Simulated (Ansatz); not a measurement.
| atom | x (Å) | y (Å) | z (Å) |
| --- | --- | --- | --- |
| Zr | -0.1221 | -0.1260 | -0.0847 |
| O | -0.1638 | -0.0605 | 1.9280 |
| H | -0.6646 | -0.3378 | 2.7031 |
| Cl | 2.0780 | -0.3435 | -0.8897 |
| Cl | -1.2689 | 1.6990 | -1.0203 |
| F | -1.0565 | -1.6688 | -0.6546 |
| Br | 1.7563 | 2.8208 | 1.6438 |
| H | 1.1127 | 1.6803 | 2.3824 |

Core potentials replace the inner electrons of Zr; not at a stationary point (largest force 1.7 eV/Å).

The calculation used RKS B3LYP-D4/def2-SVP in Ansatz.

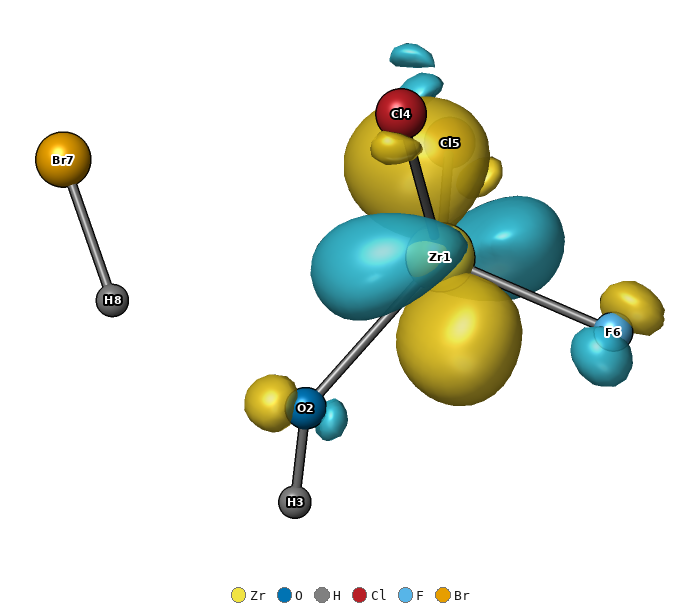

Cl₂FHOZr···HBr. The LUMO at ±0.2 Å⁻³ᐟ² (yellow and cyan are the two phases), seen across its widest extent.

Question: Where does this orbital lie, and at what energy?

Answer: By Hirshfeld shares it lies mainly on Zr1 (about 70 %), Cl5 (about 10 %) and Cl4 (about 10 %). Its energy is −2.16 eV.
